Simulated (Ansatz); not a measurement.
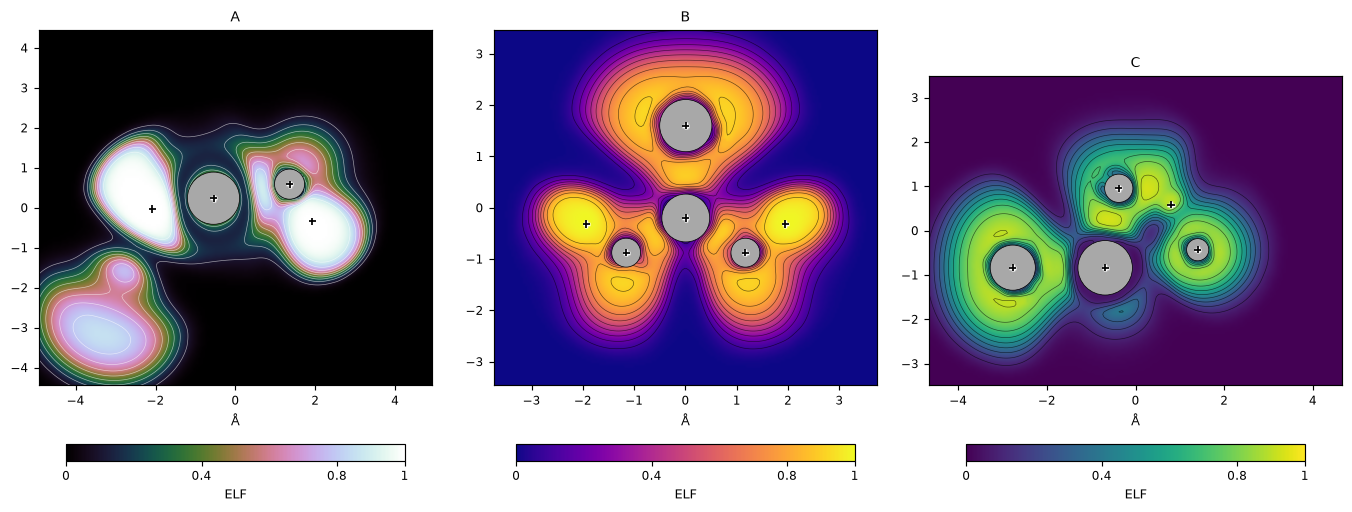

The electron localisation function of 3 systems, each on a plane through atoms (crosses mark nuclei in the plane; grey discs cover the cores).

The calculation used RKS PBE0-D4/def2-TZVPP in Ansatz 0.2.0.

System 1: BClH2O2···HBr, the plane of atoms O3, B1 and O4. The reactant side of a reaction path; geometry: PBE0-D4/def2-TZVP; a saddle point, not a minimum.

```
atom    x (Å)    y (Å)    z (Å)
   B   0.0114  -0.8849  -0.2218
  Cl   0.5403   0.3259  -1.4459
   O   0.9016  -1.4104   0.6382
   O  -1.2750  -1.2727  -0.1666
   H   0.1132   2.2147   0.1501
  Br  -0.2434   2.9445   1.3225
   H   1.7933  -1.0734   0.5340
   H  -1.8415  -0.8437  -0.8105
```

System 2: CH4Zn···HBr, the plane of atoms Zn1, C3 and H8. The product side of a reaction path; geometry: PBE0-D4/def2-TZVP; a saddle point, not a minimum.

```yaml
atoms:
  - { symbol: Zn, position_ang: [0.2505, -0.4174, -0.2799] }
  - { symbol: Br, position_ang: [1.7260, -0.4724, 3.5733] }
  - { symbol: C, position_ang: [-1.0045, 0.5923, -1.3536] }
  - { symbol: H, position_ang: [1.5354, -0.8508, 2.1933] }
  - { symbol: H, position_ang: [1.2617, -1.2371, 0.5709] }
  - { symbol: H, position_ang: [-1.9918, 0.1246, -1.3389] }
  - { symbol: H, position_ang: [-0.6709, 0.6493, -2.3925] }
  - { symbol: H, position_ang: [-1.1064, 1.6114, -0.9727] }
```

System 3: Cl2FH4NSi, the plane of atoms Si1, N7 and H6. A transition-state structure; geometry: PBE0-D4/def2-TZVP.

```xyz
9

Si   -0.4420    0.2169   -0.6089
F     1.6079    0.7730   -0.5153
Cl    0.0554   -1.0736   -2.0989
Cl   -2.4440   -0.2792   -0.2368
H    -0.5732    1.6504   -0.8671
H     1.3060    0.2136    0.4756
N     0.2975   -0.3090    0.9685
H     0.3050   -1.3148    1.0945
H    -0.1125    0.1228    1.7883
```

**Which map belongs to which system?**

Panel A is system 2, CH4Zn···HBr: the plane holds Zn, C and H. C–Zn (1.94 Å): the ELF peaks at about 0.90 in the valence shell of C, 0.7 Å from its nucleus, and is about 0.45 at the midpoint. Panel B is system 1, BClH2O2···HBr: the plane holds B, Cl, O and H. B–O (1.34 Å): the ELF peaks at about 0.90 between the atoms, as expected for a polar covalent bond. Panel C is system 3, Cl2FH4NSi: the plane holds Si, F, Cl, H and N. F2···H6 (1.18 Å): the ELF peaks at about 0.85 between the atoms.
